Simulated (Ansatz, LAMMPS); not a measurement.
# Squeezing and shearing Ga2O3 with crystalline order left by the classical run (95 atoms)

How stiff is Ga2O3 with crystalline order left by the classical run (95 atoms), and how do its levels respond to strain?

Main program and level: Ansatz 0.2.0; Kohn-Sham DFT, PBE, PAW (set soft_1), plane waves.

**1. The structure**

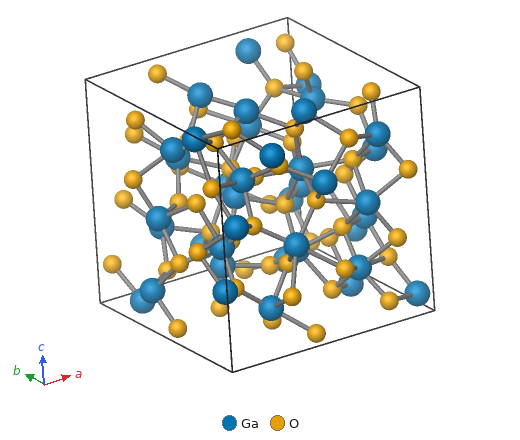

The cell as given, from a free direction (gallium blue, oxygen orange). Some periodic images of atoms are drawn too.

The cell holds 95 atoms: 38 Ga and 57 O. Its edges and angles: a = 10.077 Å, b = 10.077 Å, c = 10.077 Å, α = 90.0°, β = 90.0°, γ = 90.0°. 95 atoms (38 Fe, 57 O) placed at random at 4.97 g/cm³, melted at 5000 K for 10 ps at fixed volume with the Morse and Coulomb pair potential with partial charges (Pedone, Malavasi, Menziani, Cormack and Segre, J. Phys. Chem. B 110, 11780 (2006)). Quenched from 5000 K to 300 K at 50 K/ps and fixed volume, held 5 ps, then minimised at fixed cell. Then Fe was replaced by Ga and the cell scaled by 1.003 (the potential has no terms for the new elements, so the cell is a start for a DFT relaxation).

Limits known from the start: The quench rate of 50 K/ps far exceeds what a furnace or splat quench reaches, so expect more defects and frozen-in strain than in a real sample. The starting topology of bonds comes from the classical model, and needn't be the one that DFT or experiment would give. The Brillouin zone is sampled at Γ only.

**2. Single point at the start**

The forces at the start show how far the geometry lies from a minimum of this functional.

Contents of input.yaml:

```yaml
crystal:
  lattice:
    - [10.07704, 0.0, 0.0]
    - [0.0, 10.07704, 0.0]
    - [0.0, 0.0, 10.07704]
  atoms:
    - { symbol: Ga, position: [0.2301, 0.85013, 0.32394] }
    - { symbol: Ga, position: [0.09649, 0.33002, 0.91268] }
    - { symbol: Ga, position: [0.7654, 0.59838, 0.44118] }
    - { symbol: Ga, position: [0.3599, 0.60255, 0.1907] }
    - { symbol: Ga, position: [0.84792, 0.59915, 0.80346] }
    - { symbol: Ga, position: [0.29975, 0.30662, 0.68074] }
    - { symbol: Ga, position: [0.86592, 0.85331, 0.26846] }
    - { symbol: Ga, position: [0.59069, 0.38353, 0.26614] }
    - { symbol: Ga, position: [0.69438, 0.6458, 0.1108] }
    - { symbol: Ga, position: [0.1421, 0.58052, 0.77515] }
    - { symbol: Ga, position: [0.46828, 0.92239, 0.14862] }
    - { symbol: Ga, position: [0.28508, 0.03636, 0.87912] }
    - { symbol: Ga, position: [0.11671, 0.0828, 0.58864] }
    - { symbol: Ga, position: [0.56214, 0.21119, 0.94752] }
    - { symbol: Ga, position: [0.61831, 0.74103, 0.70359] }
    - { symbol: Ga, position: [0.90885, 0.35149, 0.33916] }
    - { symbol: Ga, position: [0.86063, 0.12919, 0.78758] }
    - { symbol: Ga, position: [0.41851, 0.56108, 0.49701] }
    - { symbol: Ga, position: [0.98011, 0.35356, 0.62124] }
    - { symbol: Ga, position: [0.62925, 0.372, 0.62409] }
    - { symbol: Ga, position: [0.09544, 0.81933, 0.03975] }
    - { symbol: Ga, position: [0.83544, 0.37705, 0.04798] }
    - { symbol: Ga, position: [0.39567, 0.74825, 0.89779] }
    - { symbol: Ga, position: [0.98152, 0.09708, 0.05154] }
    - { symbol: Ga, position: [0.7396, 0.9037, 0.9522] }
    - { symbol: Ga, position: [0.99073, 0.85442, 0.74702] }
    - { symbol: Ga, position: [0.00306, 0.58856, 0.1821] }
    - { symbol: Ga, position: [0.77118, 0.09979, 0.51564] }
    - { symbol: Ga, position: [0.42561, 0.12042, 0.4142] }
    - { symbol: Ga, position: [0.05229, 0.09866, 0.31483] }
    - { symbol: Ga, position: [0.31479, 0.82531, 0.61786] }
    - { symbol: Ga, position: [0.21132, 0.35705, 0.39006] }
    - { symbol: Ga, position: [0.07006, 0.61171, 0.47825] }
    - { symbol: Ga, position: [0.53469, 0.04207, 0.68926] }
    - { symbol: Ga, position: [0.55759, 0.84921, 0.41666] }
    - { symbol: Ga, position: [0.72441, 0.12459, 0.23009] }
    - { symbol: Ga, position: [0.44307, 0.47025, 0.89951] }
    - { symbol: Ga, position: [0.32715, 0.192, 0.13756] }
    - { symbol: O, position: [0.78438, 0.79007, 0.80953] }
    - { symbol: O, position: [0.16012, 0.45348, 0.57062] }
    - { symbol: O, position: [0.53446, 0.63043, 0.83748] }
    - { symbol: O, position: [0.43392, 0.42643, 0.62414] }
    - { symbol: O, position: [0.15956, 0.71315, 0.19163] }
    - { symbol: O, position: [0.41866, 0.77427, 0.27086] }
    - { symbol: O, position: [0.89525, 0.46805, 0.49429] }
    - { symbol: O, position: [0.92801, 0.01815, 0.6462] }
    - { symbol: O, position: [0.94763, 0.70786, 0.3669] }
    - { symbol: O, position: [0.17151, 0.15438, 0.98874] }
    - { symbol: O, position: [0.69717, 0.74692, 0.3268] }
    - { symbol: O, position: [0.09786, 0.2224, 0.72473] }
    - { symbol: O, position: [0.78597, 0.00399, 0.10128] }
    - { symbol: O, position: [0.38752, 0.15185, 0.77066] }
    - { symbol: O, position: [0.90914, 0.23632, 0.93127] }
    - { symbol: O, position: [0.92714, 0.21751, 0.19432] }
    - { symbol: O, position: [0.77363, 0.53656, 0.96631] }
    - { symbol: O, position: [0.81314, 0.48788, 0.22759] }
    - { symbol: O, position: [0.2766, 0.20953, 0.51301] }
    - { symbol: O, position: [0.01136, 0.69504, 0.6439] }
    - { symbol: O, position: [0.46165, 0.06795, 0.02577] }
    - { symbol: O, position: [0.05219, 0.71296, 0.8929] }
    - { symbol: O, position: [0.8083, 0.25451, 0.65025] }
    - { symbol: O, position: [0.07127, 0.47265, 0.32012] }
    - { symbol: O, position: [0.46756, 0.88484, 0.77461] }
    - { symbol: O, position: [0.98122, 0.46214, 0.77886] }
    - { symbol: O, position: [0.23787, 0.71631, 0.47195] }
    - { symbol: O, position: [0.54892, 0.53805, 0.15986] }
    - { symbol: O, position: [0.28757, 0.68777, 0.74093] }
    - { symbol: O, position: [0.12946, 0.97135, 0.43657] }
    - { symbol: O, position: [0.96346, 0.9726, 0.90522] }
    - { symbol: O, position: [0.59348, 0.34476, 0.82037] }
    - { symbol: O, position: [0.50121, 0.71818, 0.54944] }
    - { symbol: O, position: [0.18315, 0.2304, 0.25472] }
    - { symbol: O, position: [0.33958, 0.49148, 0.34271] }
    - { symbol: O, position: [0.40922, 0.32241, 0.02023] }
    - { symbol: O, position: [0.85327, 0.01642, 0.36212] }
    - { symbol: O, position: [0.73828, 0.25509, 0.36857] }
    - { symbol: O, position: [0.24646, 0.41971, 0.82847] }
    - { symbol: O, position: [0.56977, 0.17521, 0.55793] }
    [... 11 atom lines left out ...]
    - { symbol: O, position: [0.58274, 0.0056, 0.29956] }
    - { symbol: O, position: [0.0459, 0.95882, 0.1737] }
    - { symbol: O, position: [0.27622, 0.87817, 0.98622] }
    - { symbol: O, position: [0.59222, 0.81112, 0.04398] }
    - { symbol: O, position: [0.45879, 0.24867, 0.28346] }
    - { symbol: O, position: [0.02718, 0.44884, 0.04965] }
kpoints:
  mp_grid: { grid: [1, 1, 1] }
hamiltonian:
  xc: pbe
  pseudopotentials: { kind: paw, azcp: { folder: soft_1 } }
scf:
  occupations: { method: fixed }
output:
  forces: true
```

On the command line:

```bash
$ ansatz run input.yaml --threads 4 --pin off --max-ram 8192MiB --backend cpu --events-out ev --progress --plain --runs-dir out
```

Numbers of over 12 decimals in the logs are rounded to 6 here.

The log of the run:

```text
Engine: ansatz 0.2.0, x86_64-unknown-linux-gnu
Pseudopotentials: kind: paw
Pseudopotential: Ga, paw, valence charge 13, recommended cutoff 420 eV (normal), soft_1/Ga.paw.azcp
Pseudopotential: O, paw, valence charge 6, recommended cutoff 420 eV (normal), soft_1/O.paw.azcp
[... 5 lines on functional and potentials left out ...]
Crystal: 95 atoms, lattice volume = 1023.291 Å³
Basis set: ecut = 420 eV, 20005 PW (Γ), exchange–correlation on 144×144×144 points (8 copies of the dense FFT grid, shifted against one another)
Bands: 513, of which v1, the nominal top of the filled ones, is band 418 counted from 1 (417 counted from 0)
Symmetry: 1 space group operations
Space group: P1 (ITA 1), of the structure as read, at distance tolerance 1.0e-4 Å
k-points: 1
[... 5 lines on functional and potentials left out ...]
Initial density: superposition of atomic densities (chi_scale 0.1, normalization cell, long waves kept (reshape's long-wave potential 0.12 eV rms))
Initial wavefunctions: pseudopotential atomic-orbital guess
Functional: x = pbe(κ = 0.804, μ = 0.219515), c = pbe(β = 0.066725)
SCF iter   1: F=—  HF=-176135.316819 eV  |F-HF|=—  |Δ(HF+E_count)|=         —  Δρ=1.17e-1  dr2=6.34e1  ethr=3.10e-3  ⟨swp⟩=4.0  Hψ=1307  notcnv=0  defer=88
preconditioner: auto → Resta (q_TF=auto, 2.638 Å⁻¹)  ε∞=4.4  [insulator: Δε(μ)=1.586 eV  Ē_g=18.098 eV  n_scr=304 (ndim 8)  ℏωp=33.6 eV  f_vac=0.010  ε∞_Penn≈4.4]
SCF iter   2: F=—  HF=-176119.072007 eV  |F-HF|=—  |Δ(HF+E_count)|=    1.62e1  Δρ=5.31e-2  dr2=1.32e1  ethr=3.10e-3  ⟨swp⟩=2.0  Hψ=927  notcnv=0  defer=87
SCF iter   3: F=—  HF=-176114.231850 eV  |F-HF|=—  |Δ(HF+E_count)|=    4.84e0  Δρ=1.60e-2  dr2=1.95e0  ethr=1.58e-3  ⟨swp⟩=3.0  Hψ=829  notcnv=0  defer=90
SCF iter   4: F=—  HF=-176113.633861 eV  |F-HF|=—  |Δ(HF+E_count)|=   5.98e-1  Δρ=4.66e-3  dr2=1.91e-1  ethr=2.33e-4  ⟨swp⟩=2.0  Hψ=803  notcnv=0  defer=93
SCF iter   5: F=—  HF=-176113.752390 eV  |F-HF|=—  |Δ(HF+E_count)|=   1.19e-1  Δρ=3.01e-3  dr2=6.89e-2  ethr=2.28e-5  ⟨swp⟩=2.0  Hψ=967  notcnv=0  defer=93
SCF iter   6: F=—  HF=-176113.780085 eV  |F-HF|=—  |Δ(HF+E_count)|=   2.77e-2  Δρ=9.61e-4  dr2=7.96e-3  ethr=8.24e-6  ⟨swp⟩=2.0  Hψ=832  notcnv=0  defer=93
SCF iter   7: F=—  HF=-176113.780987 eV  |F-HF|=—  |Δ(HF+E_count)|=   9.02e-4  Δρ=4.63e-4  dr2=2.16e-3  ethr=9.52e-7  ⟨swp⟩=2.0  Hψ=831  notcnv=0  defer=93
SCF iter   8: F=—  HF=-176113.781695 eV  |F-HF|=—  |Δ(HF+E_count)|=   7.08e-4  Δρ=1.16e-4  dr2=1.84e-4  ethr=2.59e-7  ⟨swp⟩=2.0  Hψ=803  notcnv=0  defer=88
SCF iter   9: F=—  HF=-176113.781914 eV  |F-HF|=—  |Δ(HF+E_count)|=   2.20e-4  Δρ=1.26e-4  dr2=1.44e-4  ethr=2.21e-8  ⟨swp⟩=2.0  Hψ=844  notcnv=0  defer=87
SCF iter  10: F=—  HF=-176113.781897 eV  |F-HF|=—  |Δ(HF+E_count)|=   1.76e-5  Δρ=2.05e-5  dr2=6.47e-6  ethr=1.72e-8  ⟨swp⟩=2.0  Hψ=828  notcnv=0  defer=87
SCF iter  11: F=—  HF=-176113.783061 eV  |F-HF|=—  |Δ(HF+E_count)|=   1.16e-3  Δρ=1.89e-5  dr2=3.27e-6  ethr=7.74e-10  ⟨swp⟩=2.0  Hψ=844  notcnv=0  defer=87
SCF iter  12: F=—  HF=-176113.783061 eV  |F-HF|=—  |Δ(HF+E_count)|=   2.30e-7  Δρ=8.33e-6  dr2=6.44e-7  ethr=3.91e-10  ⟨swp⟩=2.0  Hψ=844  notcnv=0  defer=87
SCF iter  13: F=-176113.783061 eV  HF=-176113.783061 eV  |F-HF|=5.07e-8  |Δ(HF+E_count)|=   9.23e-8  Δρ=2.14e-6  dr2=5.28e-8  ethr=1.20e-11  ⟨swp⟩=2.0  Hψ=1738  notcnv=0
SCF 1 converged in 13 iterations: F = -176113.783061 eV  dr2 = 5.28e-8
  greatest PAW one-centre occupation: 0.998 electrons in one spin orbital (limit 2), on the Ga atom at site 22 (counted from 0), in its partial waves of l = 2
SCF converged after 13 iterations
Free energy (F): -176113.783061 eV
Harris-Foulkes:  -176113.783061 eV  (|F-HF|=5.07e-8)
Internal energy: -176113.783061 eV  (E = F + TS)
E sigma→0 (E₀):  -176113.783061 eV
Fermi energy:    8.232955 eV
--- Per-component energies (eV) ---
  E_band       = -1202.341064
  E_kinetic    = 13797.355418
  E_local      = -66714.962587  (includes V_loc(G=0)·N_el)
  E_nonlocal   = -323.449302
  E_hartree    = 38917.871302
  E_xc         = -6399.034684
  E_vxc        = -7234.914382  (∫ρ·V_xc dr)
  E_paw        = -85310.557479  (= ΣΔE_a)
  E_vpaw       = -18562.150721  (= ΣTr[D̂ρ^β])
  E_aug_tail   = 0.036502  (compensation charges beyond the density's cutoff)
  E_ewald      = -70081.042231
  E_smearing   = -0.000000  (= −TS)
  E_closure    = 0.000000  (closes the sum)
  Σ components = -176113.783061   (vs F -176113.783061, Δ=0.00e0)
--- Forces (eV/Å), atoms counted from 1 ---
  atom   1  Ga     0.62088738     0.12169919     0.24549011
  atom   2  Ga    -0.09492517    -0.34949533     0.20184258
  atom   3  Ga     0.23135328     0.27128763    -0.21214994
  atom   4  Ga     0.88540221     0.69814598    -0.13997068
  atom   5  Ga    -0.11703858    -0.01696936     0.15662371
  atom   6  Ga    -0.34398854    -0.55772366    -0.41468177
  atom   7  Ga    -0.22314584    -0.53279640     0.22764530
  atom   8  Ga     0.10146325    -0.21515055    -0.04263674
  atom   9  Ga     0.15963889     0.10846672    -0.03085629
  atom  10  Ga    -0.40944450     0.98615038    -0.58854068
  atom  11  Ga     0.24846873     0.59805841     0.71061310
  atom  12  Ga    -0.21441948    -0.05359840    -0.10826473
  atom  13  Ga    -0.01974255    -0.06757190     0.46053098
  atom  14  Ga    -0.31568576     0.16773561     0.46549096
[...]
atom  94  O     -0.17937009     0.25802665    -0.26625947
  atom  95  O     -0.45185250    -0.54118661    -0.32341104
  max |Σ_I F_I| component: 3.98e-5 eV/Å
```

Wall time 11 s (4 threads of Intel Xeon Platinum 8559C (Emerald Rapids), shared host); peak memory 1.7 GiB.

The r.m.s. force at the start is 0.34 eV/Å.

[end of part 1 of 4]

[Logs are printed without paths, hosts, clocks, repeated set-up lines and the standing remarks that a program may print on its own settings, such as how far it seeks lower states.]

[Hosts, paths, dates, database ids (printed as entryN), source tags and the programs' standing remarks are cut or masked in the printed files.]
